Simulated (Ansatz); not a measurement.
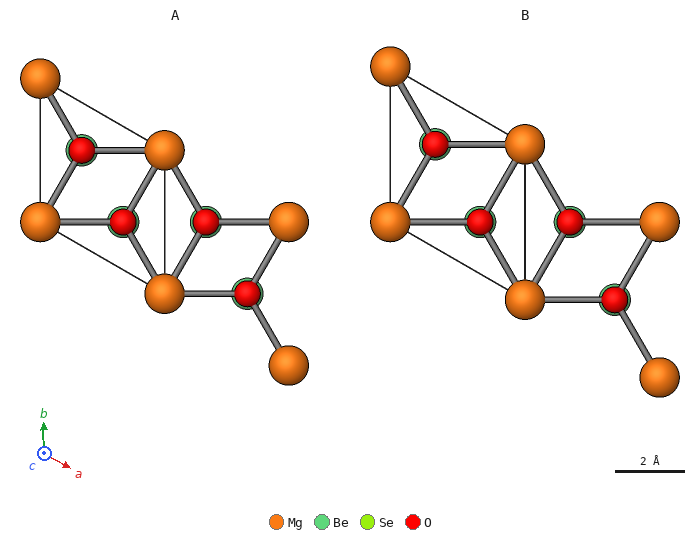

Two geometries of a crystal of MgBe₂SeO₂ (a generated structure, set up in P6/mmm) (coarse preliminary run), drawn at one scale. One is the start of a relaxation, the other its converged end. A ball-and-stick model of the cell of the calculation, repeated 2 × 1 × 1 with one cell outlined, seen along the c axis.

Level of theory: Ansatz, DFT PBE, scalar-relativistic, plane waves, PAW. Set-up: plane-wave cutoff 420 eV; k-point mesh 6 × 6 × 4; occupations gaussian; smearing width 0.1 eV; no spin polarisation; cell and atoms relaxed; force threshold 0.04 eV/Å; at most 70 steps.

Q: Which geometry has the lower energy?

A: Structure A is the relaxed one. After 5 accepted moves (7 points after the start) the energy has fallen by 0.314 eV per cell of the calculation. All forces vanish by symmetry, so only the cell relaxes. The pressure goes from −4.61 to 0.00 GPa. At 2 points the geometry stayed and the basis and grid were re-selected for the new cell (energy shift of 1.2 meV per cell of the calculation at most each time). The atoms keep their places relative to the cell (all moves are under 0.005 Å). Cell: a = b 4.512 → 4.162 Å (−7.7 %), c 4.356 → 4.627 Å (+6.2 %). Volume −9.6 %. Some distances before and after: Be–Se 2.605 → 2.403 Å, Mg–O 2.605 → 2.403 Å, Mg–Se 2.178 → 2.314 Å. The space group stays P6/mmm (No. 191).
